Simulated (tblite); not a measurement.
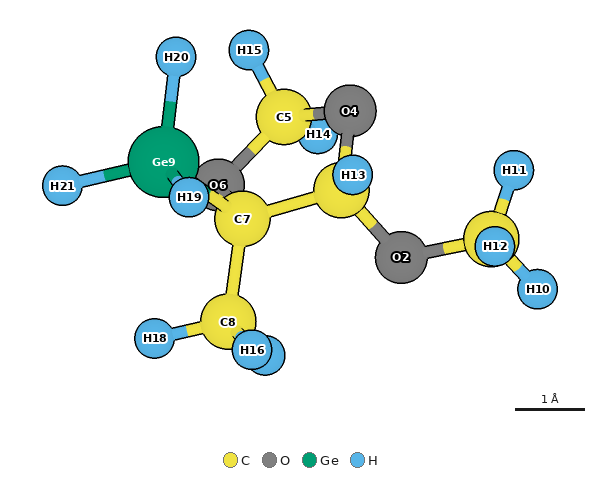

*The starting structure (ball-and-stick view, seen at a tilt; atoms are numbered from 1 in the order of the input). Sticks mark near contacts.*

Bond lengths as drawn: C–C 1.53 Å, C–Ge 1.97 Å, C–H 1.10 to 1.12 Å, C–O 1.39 to 1.43 Å and Ge–H 1.55 to 1.56 Å.

# Geometry relaxation, with input and output: C5H12GeO3 (part 1 of 2)

C5H12GeO3, computed with GFN2-xTB geometry optimisation, gas phase (tblite 0.8.0).

**Log**
```
step      E/eV     max force
  0    -841.76840    1.579
  1    -841.93926    0.757
  2    -842.01098    0.491
  3    -842.02933    0.341
  4    -842.04869    0.323
  5    -842.05509    0.244
  6    -842.06066    0.161
  7    -842.06404    0.150
  8    -842.06703    0.148
  9    -842.06910    0.147
 10    -842.07142    0.131
 11    -842.07453    0.190
 12    -842.07832    0.180
 13    -842.08152    0.116
 14    -842.08381    0.136
 15    -842.08594    0.156
 16    -842.08857    0.146
 17    -842.09180    0.131
 18    -842.09499    0.118
 19    -842.09761    0.120
 20    -842.09991    0.118
 21    -842.10238    0.136
 22    -842.10489    0.113
 23    -842.10721    0.142
 24    -842.10942    0.147
 25    -842.11159    0.129
 26    -842.11344    0.100
 27    -842.11481    0.069
 28    -842.11593    0.073
 29    -842.11712    0.086
 30    -842.11833    0.090
 31    -842.11927    0.064
 32    -842.11995    0.051
 33    -842.12065    0.065
 34    -842.12152    0.082
 35    -842.12243    0.077
 36    -842.12324    0.073
 37    -842.12400    0.076
 38    -842.12488    0.084
 39    -842.12598    0.092
 40    -842.12709    0.087
 41    -842.12805    0.081
 42    -842.12899    0.082
 43    -842.13006    0.101
 44    -842.13123    0.090
 45    -842.13227    0.074
 46    -842.13341    0.069
 47    -842.13450    0.073
 48    -842.13545    0.059
 49    -842.13625    0.055
 50    -842.13700    0.053
 51    -842.13766    0.063
 52    -842.13820    0.057
 53    -842.13860    0.043
 54    -842.13886    0.033
 55    -842.13886    0.033
 56    -842.13898    0.029
 57    -842.13927    0.029
 58    -842.13937    0.027
 59    -842.13956    0.024
 60    -842.13969    0.023
 61    -842.13985    0.024
 62    -842.13997    0.025
 63    -842.14008    0.023
 64    -842.14018    0.022
 65    -842.14029    0.023
 66    -842.14040    0.022
 67    -842.14051    0.022
 68    -842.14061    0.022
 69    -842.14071    0.024
 70    -842.14081    0.021
 71    -842.14090    0.022
 72    -842.14100    0.024
 73    -842.14112    0.026
 74    -842.14128    0.035
 75    -842.14147    0.038
 76    -842.14166    0.036
 77    -842.14182    0.029
 78    -842.14199    0.027
 79    -842.14217    0.029
 80    -842.14235    0.027
 81    -842.14250    0.023
 82    -842.14263    0.030
 83    -842.14275    0.031
 84    -842.14286    0.028
 85    -842.14296    0.029
 86    -842.14306    0.028
 87    -842.14316    0.021
 88    -842.14327    0.024
 89    -842.14338    0.026
 90    -842.14350    0.027
 91    -842.14364    0.032
 92    -842.14381    0.030
 93    -842.14398    0.032
 94    -842.14413    0.033
 95    -842.14426    0.025
 96    -842.14439    0.029
 97    -842.14454    0.029
 98    -842.14472    0.046
 99    -842.14490    0.048
100    -842.14504    0.031
101    -842.14513    0.019
102    -842.14521    0.015
103    -842.14528    0.022
104    -842.14535    0.023
105    -842.14541    0.015
106    -842.14547    0.015
107    -842.14551    0.016
108    -842.14555    0.014
109    -842.14559    0.013
110    -842.14562    0.013
111    -842.14565    0.010
112    -842.14567    0.009
113    -842.14568    0.008
114    -842.14570    0.009
115    -842.14572    0.009
116    -842.14574    0.009
117    -842.14575    0.007
118    -842.14576    0.009
119    -842.14576    0.009
120    -842.14577    0.009
121    -842.14579    0.009
122    -842.14580    0.006
123    -842.14581    0.007
124    -842.14581    0.007
125    -842.14582    0.008
126    -842.14583    0.007
127    -842.14584    0.007
128    -842.14586    0.008
129    -842.14587    0.006
130    -842.14587    0.007
131    -842.14588    0.006
132    -842.14588    0.006
133    -842.14589    0.005
134    -842.14590    0.006
135    -842.14590    0.007
136    -842.14591    0.006
137    -842.14592    0.007
138    -842.14594    0.008
139    -842.14595    0.010
140    -842.14596    0.008
141    -842.14597    0.007
142    -842.14598    0.005
143    -842.14599    0.005
144    -842.14599    0.005
145    -842.14600    0.004
146    -842.14600    0.003
```

**Trajectory as extended XYZ (Å, eV, eV/Å), 12 frames, from step=0 to step=146**
```
21
Properties=species:S:1:pos:R:3:forces:R:3 step=0 energy=-841.76840
C     2.7200   -0.8812    0.2205    0.1930  -0.1310  -0.0930
O     1.5323   -0.5078   -0.4791    0.2010  -0.4110   1.2910
C     0.5721   -0.0420    0.4492    0.0630  -0.1840  -0.8160
O     0.8772    1.2740    0.8139   -0.7530  -0.2020   0.3740
C     0.1499    2.0885   -0.0522   -0.0440   1.1910  -0.7300
O    -0.8618    1.3680   -0.7345    0.9450   1.0350   0.3710
C    -0.8004    0.0784   -0.2188   -0.2220  -1.5310  -0.3150
C    -1.0248   -0.9416   -1.3322   -0.1730  -0.5330  -0.6130
Ge   -2.2246   -0.1220    1.1204   -0.7390   0.1700   0.7400
H     3.4750   -1.1787   -0.5167   -0.3060   0.1100   0.0150
H     3.1207   -0.0283    0.8049   -0.2820  -0.4060  -0.1690
H     2.5227   -1.7553    0.8860    0.0550   0.5730  -0.2740
H     0.4924   -0.6911    1.3575    0.4210   0.3020  -0.4310
H     0.8493    2.5304   -0.8090   -0.3850  -0.1620   0.2170
H    -0.3190    2.9251    0.5187    0.2760  -0.3700  -0.1160
H    -0.9071   -1.9786   -0.9362   -0.0050   0.7980  -0.2760
H    -0.3163   -0.7787   -2.1686   -0.3320  -0.1490   0.5510
H    -2.0598   -0.8465   -1.7454    0.7610   0.0360   0.4010
H    -2.1779   -1.5416    1.7301   -0.1260   0.4900  -0.1030
H    -2.0216    0.9315    2.2485   -0.2100  -0.5230  -0.4210
H    -3.6072    0.1145    0.4440    0.6640  -0.1030   0.3970
21
Properties=species:S:1:pos:R:3:forces:R:3 step=13 energy=-842.08152
C     2.7380   -0.8799    0.2237   -0.0050   0.0390  -0.0490
O     1.5418   -0.5132   -0.4282   -0.0490   0.0050  -0.0810
C     0.5579   -0.0528    0.4348   -0.0170  -0.0370  -0.0020
O     0.7612    1.2681    0.8758   -0.0800  -0.0460   0.0580
C     0.1434    2.1071   -0.0623    0.0060  -0.0140  -0.0530
O    -0.8480    1.3767   -0.7279   -0.0190   0.0340   0.0270
C    -0.8076    0.0298   -0.2477   -0.0510   0.0000   0.0820
C    -1.0150   -0.9548   -1.3833   -0.0110   0.0180   0.0560
Ge   -2.2331   -0.1134    1.1601    0.0460  -0.0370  -0.0640
H     3.4282   -1.1677   -0.5633    0.0810   0.0140  -0.0260
H     3.1342   -0.0394    0.7950    0.1030   0.0410   0.0340
H     2.5743   -1.7290    0.8970   -0.0530   0.0030   0.0150
H     0.5393   -0.6848    1.3375   -0.0450  -0.0130   0.0590
H     0.8765    2.4780   -0.7995   -0.0080  -0.0220  -0.0170
H    -0.2969    2.9594    0.4784    0.0540  -0.0760  -0.0460
H    -0.9050   -1.9639   -0.9903    0.0120  -0.0130  -0.0310
H    -0.2943   -0.7976   -2.1826    0.0220   0.0290   0.0780
H    -2.0209   -0.8352   -1.7827    0.0210   0.0330   0.0000
H    -2.2571   -1.4802    1.7879   -0.0100   0.0190   0.0030
H    -2.0670    0.8851    2.2609    0.0390  -0.0010  -0.0360
H    -3.5588    0.1246    0.5175   -0.0370   0.0270  -0.0050
21
Properties=species:S:1:pos:R:3:forces:R:3 step=26 energy=-842.11344
C     2.7489   -0.8221    0.2021    0.0000   0.0060  -0.0180
O     1.5355   -0.4415   -0.4147   -0.0040  -0.0210   0.0660
C     0.5299   -0.0743    0.4714   -0.0210  -0.0160   0.0280
O     0.6646    1.2395    0.9586    0.0450  -0.0100  -0.0390
C     0.1436    2.0494   -0.0594    0.0210  -0.0200   0.0230
O    -0.9056    1.3520   -0.6653   -0.0590   0.0160   0.0710
C    -0.8347   -0.0114   -0.2165    0.0040   0.0130  -0.0540
C    -0.9930   -0.9508   -1.3902   -0.0120  -0.0160  -0.0350
Ge   -2.2634   -0.1239    1.1699   -0.0240   0.0120   0.0330
H     3.4059   -1.1254   -0.6112    0.0190   0.0220   0.0390
H     3.1988    0.0079    0.7591   -0.0700  -0.0480  -0.0440
H     2.5879   -1.6703    0.8822    0.0030   0.0910  -0.0420
H     0.5285   -0.7427    1.3465    0.0000   0.0040   0.0290
H     0.9168    2.2749   -0.8145    0.0280   0.0060   0.0070
H    -0.2253    2.9752    0.3935    0.0300   0.0250  -0.0180
H    -0.9233   -1.9824   -1.0521    0.0340  -0.0020   0.0250
H    -0.2171   -0.7535   -2.1255   -0.0030  -0.0520  -0.0270
H    -1.9683   -0.7903   -1.8431   -0.0180   0.0230  -0.0290
H    -2.3434   -1.4702    1.8358   -0.0170  -0.0120  -0.0090
H    -2.0071    0.8966    2.2296   -0.0120  -0.0120  -0.0040
H    -3.5882    0.1801    0.5446    0.0560  -0.0080  -0.0010
21
Properties=species:S:1:pos:R:3:forces:R:3 step=39 energy=-842.12598
C     2.7415   -0.7904    0.1932   -0.0230   0.0180  -0.0130
O     1.5085   -0.4702   -0.4121   -0.0430  -0.0130  -0.0710
C     0.5171   -0.0881    0.4823    0.0010  -0.0100  -0.0020
O     0.6830    1.2223    0.9640    0.0220  -0.0040   0.0000
C     0.1691    2.0283   -0.0574   -0.0070  -0.0010  -0.0430
O    -0.9456    1.3723   -0.5884    0.0230  -0.0350   0.0110
C    -0.8477   -0.0124   -0.2072   -0.0170  -0.0580   0.0700
C    -0.9888   -0.9406   -1.3963   -0.0240   0.0220   0.0100
Ge   -2.2768   -0.1475    1.1765    0.0110   0.0030  -0.0090
H     3.4100   -1.0776   -0.6140    0.0180  -0.0050  -0.0280
H     3.1500    0.0687    0.7283    0.0370   0.0400   0.0580
H     2.6131   -1.6273    0.8865    0.0410  -0.0270   0.0600
H     0.5133   -0.7511    1.3617    0.0060  -0.0270   0.0140
H     0.9248    2.1751   -0.8492    0.0300   0.0180  -0.0140
H    -0.1222    2.9904    0.3728   -0.0100   0.0070  -0.0300
H    -0.9369   -1.9718   -1.0481    0.0150   0.0410  -0.0150
H    -0.1960   -0.7660   -2.1200   -0.0130   0.0040   0.0180
H    -1.9530   -0.7725   -1.8703   -0.0140   0.0260  -0.0030
H    -2.3984   -1.4937    1.8430   -0.0040   0.0150  -0.0430
H    -2.0006    0.8717    2.2295   -0.0120  -0.0060   0.0270
H    -3.5734    0.1974    0.5259   -0.0360  -0.0080   0.0040
21
Properties=species:S:1:pos:R:3:forces:R:3 step=53 energy=-842.13860
C     2.7501   -0.7491    0.1959    0.0150   0.0080   0.0170
O     1.4817   -0.5523   -0.3954    0.0310  -0.0040   0.0290
C     0.5130   -0.1189    0.5047    0.0090   0.0000  -0.0020
O     0.7340    1.1990    0.9434   -0.0030  -0.0110  -0.0020
C     0.2191    1.9885   -0.0922    0.0030  -0.0030   0.0070
O    -0.9498    1.3689   -0.5324   -0.0090   0.0090   0.0000
C    -0.8602   -0.0230   -0.1706    0.0010   0.0120  -0.0060
C    -1.0071   -0.9106   -1.3884   -0.0150  -0.0050  -0.0050
Ge   -2.3117   -0.1635    1.1858   -0.0100  -0.0170  -0.0010
H     3.4325   -1.0034   -0.6126   -0.0410  -0.0090  -0.0040
H     3.0920    0.1610    0.6970    0.0020  -0.0080   0.0050
H     2.7109   -1.5688    0.9235    0.0010   0.0220  -0.0090
H     0.5077   -0.7601    1.4017   -0.0050   0.0150   0.0040
H     0.9480    2.0587   -0.9203    0.0080   0.0050  -0.0020
H    -0.0072    2.9824    0.3009    0.0090   0.0130  -0.0090
H    -0.9765   -1.9530   -1.0795    0.0090  -0.0190   0.0050
H    -0.2029   -0.7240   -2.0954   -0.0030  -0.0070  -0.0100
H    -1.9611   -0.7040   -1.8667   -0.0320   0.0130  -0.0010
H    -2.4763   -1.5332    1.7855    0.0170  -0.0140   0.0010
H    -2.0464    0.8107    2.2851    0.0090  -0.0210  -0.0050
H    -3.5985    0.2119    0.5308    0.0040   0.0200  -0.0140
```
